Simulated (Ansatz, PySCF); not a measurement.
Bond stretch in HF, singlet.

- UMP2 = MP2 on UHF/cc-pVDZ, 1 core orbital frozen run with PySCF
- RKS-PBE = restricted PBE/cc-pVDZ (Ansatz, an electronic-structure program)
- UCCSD(T) = PySCF with CCSD(T) on UHF/cc-pVDZ, 1 core orbital frozen
- UKS-PBE = unrestricted PBE/cc-pVDZ (Ansatz)
- RMP2 = MP2 on RHF/cc-pVDZ, 1 core orbital frozen (PySCF 2.14.0)

Energies are in mEh, each relative to the lowest point of its own curve near equilibrium.

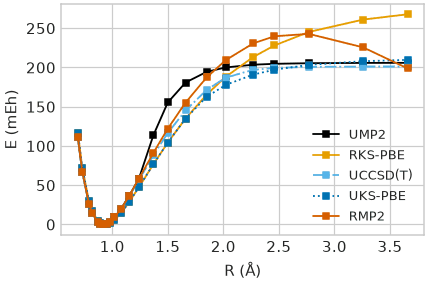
Figure: Energy against bond length for each method.

```json
[
 {"R / Å": "0.69", "UMP2": "111.3", "RKS-PBE": "117.0", "UCCSD(T)": "111.2", "UKS-PBE": "117.0", "RMP2": "111.3"},
 {"R / Å": "0.73", "UMP2": "67.3", "RKS-PBE": "72.4", "UCCSD(T)": "67.2", "UKS-PBE": "72.4", "RMP2": "67.3"},
 {"R / Å": "0.79", "UMP2": "26.5", "RKS-PBE": "30.2", "UCCSD(T)": "26.5", "UKS-PBE": "30.2", "RMP2": "26.5"},
 {"R / Å": "0.82", "UMP2": "14.4", "RKS-PBE": "17.4", "UCCSD(T)": "14.4", "UKS-PBE": "17.4", "RMP2": "14.4"},
 {"R / Å": "0.87", "UMP2": "3.1", "RKS-PBE": "4.7", "UCCSD(T)": "3.1", "UKS-PBE": "4.7", "RMP2": "3.1"},
 {"R / Å": "0.89", "UMP2": "1.1", "RKS-PBE": "2.0", "UCCSD(T)": "1.1", "UKS-PBE": "2.0", "RMP2": "1.1"},
 {"R / Å": "0.92", "UMP2": "0.0", "RKS-PBE": "0.0", "UCCSD(T)": "0.0", "UKS-PBE": "0.0", "RMP2": "0.0"},
 {"R / Å": "0.95", "UMP2": "1.0", "RKS-PBE": "0.0", "UCCSD(T)": "0.9", "UKS-PBE": "0.0", "RMP2": "1.0"},
 {"R / Å": "0.98", "UMP2": "3.5", "RKS-PBE": "1.6", "UCCSD(T)": "3.5", "UKS-PBE": "1.6", "RMP2": "3.5"},
 {"R / Å": "1.02", "UMP2": "9.0", "RKS-PBE": "5.6", "UCCSD(T)": "8.8", "UKS-PBE": "5.6", "RMP2": "9.0"},
 {"R / Å": "1.08", "UMP2": "20.1", "RKS-PBE": "14.7", "UCCSD(T)": "19.7", "UKS-PBE": "14.7", "RMP2": "20.1"},
 {"R / Å": "1.15", "UMP2": "35.9", "RKS-PBE": "28.1", "UCCSD(T)": "35.1", "UKS-PBE": "28.1", "RMP2": "35.9"},
 {"R / Å": "1.24", "UMP2": "58.3", "RKS-PBE": "47.5", "UCCSD(T)": "56.7", "UKS-PBE": "47.5", "RMP2": "58.3"},
 {"R / Å": "1.37", "UMP2": "113.6", "RKS-PBE": "76.7", "UCCSD(T)": "88.2", "UKS-PBE": "76.7", "RMP2": "91.2"},
 {"R / Å": "1.50", "UMP2": "155.4", "RKS-PBE": "104.4", "UCCSD(T)": "116.5", "UKS-PBE": "104.4", "RMP2": "122.1"},
 {"R / Å": "1.66", "UMP2": "180.8", "RKS-PBE": "134.9", "UCCSD(T)": "145.2", "UKS-PBE": "134.9", "RMP2": "155.3"},
 {"R / Å": "1.85", "UMP2": "194.4", "RKS-PBE": "165.5", "UCCSD(T)": "171.4", "UKS-PBE": "162.6", "RMP2": "187.3"},
 {"R / Å": "2.02", "UMP2": "200.0", "RKS-PBE": "187.9", "UCCSD(T)": "187.0", "UKS-PBE": "177.7", "RMP2": "209.2"},
 {"R / Å": "2.27", "UMP2": "203.5", "RKS-PBE": "213.4", "UCCSD(T)": "197.0", "UKS-PBE": "191.0", "RMP2": "230.8"},
 {"R / Å": "2.46", "UMP2": "204.6", "RKS-PBE": "228.0", "UCCSD(T)": "199.4", "UKS-PBE": "197.2", "RMP2": "239.7"},
 {"R / Å": "2.77", "UMP2": "205.4", "RKS-PBE": "245.2", "UCCSD(T)": "200.7", "UKS-PBE": "203.3", "RMP2": "242.8"},
 {"R / Å": "3.26", "UMP2": "205.8", "RKS-PBE": "261.0", "UCCSD(T)": "201.2", "UKS-PBE": "208.0", "RMP2": "225.5"},
 {"R / Å": "3.66", "UMP2": "205.9", "RKS-PBE": "267.7", "UCCSD(T)": "201.3", "UKS-PBE": "209.7", "RMP2": "198.7"}
]
```

At the longest distance, 3.66 Å, RKS-PBE lies highest above its minimum (267.7 mEh) and RMP2 lowest (198.7 mEh).

The RMP2 curve passes through a maximum at 2.77 Å and then falls by 44.1 mEh up to the last usable point.

The unrestricted determinant behind UMP2, UCCSD(T) is spin-contaminated at 1.37 to 3.66 Å (<S²> up to 1.0, against 0.00 for a pure singlet). The restricted form behind RKS-PBE, RMP2 keeps the bonding electrons paired and can't separate into open-shell fragments. The unrestricted determinant behind UKS-PBE is spin-contaminated at 1.85 to 3.66 Å (<S²> up to 0.9, against 0.00 for a pure singlet). The T1 diagnostic of CCSD on the restricted reference of RMP2 exceeds 0.045 at 2.02 to 3.66 Å.
